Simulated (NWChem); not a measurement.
# CHBrF2 (SMILES FC(F)Br): levels of theory compared

Aim: a comparison of 3 runs (HF/STO-3G, HF/3-21G, B3LYP/6-31G*) of CHBrF2. 

The calculation is run with NWChem 7.3.0.

**1. The molecule**

CHBrF2 has 5 atoms, charge 0, and is taken as a singlet. As SMILES, `FC(F)Br`. The shape is that of a PBE0-D4/def2-TZVP optimisation.

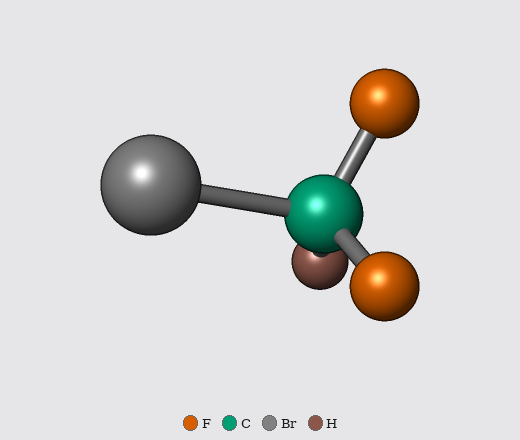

The structure, seen from a chosen angle (fluorine orange, carbon teal, bromine grey, hydrogen brown).

**2. Energy and gradient at HF/STO-3G (run 1)**

input.nw

```
start input
memory total 2200 mb
charge 0

geometry noautosym nocenter noautoz
   F     0.174340   -0.623850    1.201130
   C     0.141760    0.019230    0.034970
   F     0.707870   -0.753840   -0.890480
   Br   -1.695370    0.389750   -0.456680
   H     0.671400    0.968700    0.111060
end

basis spherical bse
   * library STO-3G
end

scf
   thresh 1e-08
   maxiter 80
end

task scf gradient
```

Command:

```bash
$ nwchem input.nw > input.out
```

The log of the run:

```text
[...]
  functions       =    34
[...]
  wavefunction    = RHF
[...]
         Total SCF energy =  -2778.721070112516
      One-electron energy =  -4405.531960806964
      Two-electron energy =   1368.005234189710
 Nuclear repulsion energy =    258.805656504738
        Time for solution =      1.9s
[...]
                         RHF ENERGY GRADIENTS
    atom               coordinates                        gradient
                 x          y          z           x          y          z
   1 F       0.329455  -1.178906   2.269807   -0.002868   0.021940  -0.043598
   2 C       0.267888   0.036339   0.066084    0.026302  -0.025505   0.008306
   3 F       1.337680  -1.424551  -1.682763   -0.022670   0.026758   0.034046
   4 Br     -3.203785   0.736521  -0.863000    0.008483  -0.004291   0.002430
   5 H       1.268762   1.830578   0.209873   -0.009247  -0.018902  -0.001184
[...]
```

Run time: 3.3 s. Hardware: 1 thread of AMD EPYC 7B13 (Zen 3), shared host; peak memory 0.1 GiB.

**3. Energy and forces at HF/3-21G (run 2)**

input.nw

```
start input
title "CHBrF2 gradient"
memory total 2200 mb
geometry noautosym nocenter noautoz
F        0.174340      -0.623850       1.201130
C        0.141760       0.019230       0.034970
F        0.707870      -0.753840      -0.890480
Br      -1.695370       0.389750      -0.456680
H        0.671400       0.968700       0.111060
end
basis spherical bse
* library 3-21G
end
scf
thresh 1e-08
maxiter 80
end
task scf gradient
```

Command:

```bash
$ nwchem input.nw > input.out
```

The log of the run:

```text
[...]
  functions       =    51
[...]
  wavefunction    = RHF
[...]
         Total SCF energy =  -2796.066122472253
      One-electron energy =  -4414.046829490516
      Two-electron energy =   1359.175050513525
 Nuclear repulsion energy =    258.805656504738
        Time for solution =      2.0s
[...]
                         RHF ENERGY GRADIENTS
    atom               coordinates                        gradient
                 x          y          z           x          y          z
   1 F       0.329455  -1.178906   2.269807    0.000732   0.010416  -0.021700
   2 C       0.267888   0.036339   0.066084   -0.017600  -0.032232  -0.002477
   3 F       1.337680  -1.424551  -1.682763   -0.009401   0.012879   0.018032
   4 Br     -3.203785   0.736521  -0.863000    0.017976  -0.003789   0.004821
   5 H       1.268762   1.830578   0.209873    0.008293   0.012726   0.001324
[...]
```

Run time: 3.6 s. Hardware: 1 thread of AMD EPYC 7B13 (Zen 3), shared host; peak memory 0.099 GiB.

**4. Energy and gradient at B3LYP/6-31G(d) (spherical functions) (run 3)**

struct.xyz

```xyz
5

F      0.174340    -0.623850     1.201130
C      0.141760     0.019230     0.034970
F      0.707870    -0.753840    -0.890480
Br    -1.695370     0.389750    -0.456680
H      0.671400     0.968700     0.111060
```

run.py

```python
from ase.io import read
from ase.calculators.nwchem import NWChem

molecule = read('struct.xyz')

calc = NWChem(
    label='struct',
    theory='dft',
    memory='2200 mb',
    basis='6-31G*',
    basispar='spherical bse',
    dft={'xc': 'b3lyp', 'mult': '1', 'grid': 'xfine', 'convergence': 'energy 1e-08', 'iterations': '100', 'mulliken': None, 'print': 'low'},
)
molecule.calc = calc

forces = molecule.get_forces()
print("Total energy (eV):", round(molecule.get_potential_energy(), 6))
print("forces (eV/A):")
for s, f in zip(molecule.symbols, forces):
    print(f"{s:2s} {f[0]:10.5f} {f[1]:10.5f} {f[2]:10.5f}")
```

Command:

```bash
$ export ASE_NWCHEM_COMMAND="nwchem PREFIX.nwi > PREFIX.nwo"
$ python run.py
```

The log of the run:

```text
Total energy (eV): -76525.067597
forces (eV/A):
F    -0.03852   -0.18260    0.45020
C     0.39204    0.25855    0.08356
F     0.17545   -0.23454   -0.38901
Br   -0.53633    0.10470   -0.14331
H     0.00740    0.05384   -0.00144
```

The calculator wrote struct.nwi:

```
title "struct"

permanent_dir struct

scratch_dir struct

start struct

geometry units angstrom nocenter noautosym noautoz
  F  1.7433999999999999e-01 -6.2385000000000002e-01 1.2011300000000000e+00
  C  1.4176000000000000e-01 1.9230000000000001e-02 3.4970000000000001e-02
  F  7.0787000000000000e-01 -7.5383999999999995e-01 -8.9048000000000005e-01
  Br -1.6953700000000000e+00 3.8974999999999999e-01 -4.5667999999999997e-01
  H  6.7140000000000000e-01 9.6870000000000001e-01 1.1106000000000001e-01
end

memory 2200 mb

basis spherical bse noprint
   * library 6-31G*
end

dft
  xc b3lyp
  mult 1
  grid xfine
  convergence energy 1e-08
  iterations 100
  mulliken
  print low
end

task dft gradient
```

struct.nwo:

```text
Northwest Computational Chemistry Package (NWChem) 7.3.0
             --------------------------------------------------------

           Job information
           ---------------

    nwchem branch   = 7.3.0
    use scalapack   = T
    input           = struct.nwi
    prefix          = struct.
    data base       = struct/struct.db
    status          = startup
    nproc           =        1

           Memory information
           ------------------

    heap     =     72089598 doubles =      550.0 Mbytes
    stack    =     72089595 doubles =      550.0 Mbytes
    global   =    144179200 doubles =     1100.0 Mbytes (distinct from heap & stack)
    total    =    288358393 doubles =     2200.0 Mbytes
    verify   = yes
    hardfail = no

           Directory information
           ---------------------

  0 permanent = struct
  0 scratch   = struct

                                NWChem Input Module
                                -------------------

                                      struct
                                      ------

[... 26 lines left out ...]
            Nuclear Dipole moment (a.u.)
[... 68 lines left out ...]
   convergence    iter        energy       DeltaE   RMS-Dens  Diis-err    time
[... 11 lines left out ...]
         Total DFT energy =    -2812.244386537975
      One electron energy =    -4427.446497297861
           Coulomb energy =     1474.496471310443
    Exchange-Corr. energy =     -118.100017055294
 Nuclear repulsion energy =      258.805656504737
[... 17 lines left out ...]
     -------------------------------------------
      Total Density - Lowdin Population Analysis
     -------------------------------------------

    Atom       Charge   Shell Charges
 -----------   ------   -------------------------------------------------------
    1 F    9     9.09   1.99  0.93  3.19  0.81  2.13  0.04
    2 C    6     5.92   1.98  0.54  1.65  0.41  1.06  0.28
    3 F    9     9.09   1.99  0.93  3.19  0.81  2.13  0.04
    4 Br  35    35.03   2.00  2.00  5.99  2.00  5.90  1.29  3.49  0.58  1.73  6.71  3.08  0.26
    5 H    1     0.87   0.52  0.35

                         DFT ENERGY GRADIENTS

    atom               coordinates                        gradient
                 x          y          z           x          y          z
   1 F       0.329455  -1.178906   2.269807    0.000749   0.003551  -0.008755
   2 C       0.267888   0.036339   0.066084   -0.007624  -0.005028  -0.001625
   3 F       1.337680  -1.424551  -1.682763   -0.003412   0.004561   0.007565
   4 Br     -3.203785   0.736521  -0.863000    0.010430  -0.002036   0.002787
   5 H       1.268762   1.830578   0.209873   -0.000144  -0.001047   0.000028

 Task  times  cpu:       21.4s     wall:       21.4s
 Total times  cpu:       21.5s     wall:       21.5s
```

Run time: 23 s. Hardware: 1 thread of AMD EPYC 7B13 (Zen 3), shared host; peak memory 0.13 GiB.

**5. All runs side by side**

| run | level | iteration cap | module | energy (Eh) | dipole moment (D) | HOMO energy (eV) | LUMO energy (eV) | wall time |
| --- | --- | --- | --- | --- | --- | --- | --- | --- |
| 1 | HF/STO-3G | 80 | scf | -2778.721070 | 1.34 | -9.02 | 8.80 | 3.3 s |
| 2 | HF/3-21G | 80 | scf | -2796.066122 | 1.89 | -11.76 | 3.91 | 3.6 s |
| 3 | B3LYP/6-31G* (spherical functions) | 100 | dft | -2812.244387 | – | – | – | 23 s |

**6. Results**

```
                       quantity           value
            run 3: total energy  -2812.24439 Eh
run 3: largest force on an atom      0.565 eV/Å
```

**Reading.** In run 1 the basis is minimal, so the values are rough. All runs together took 30 s, the longest 23 s.
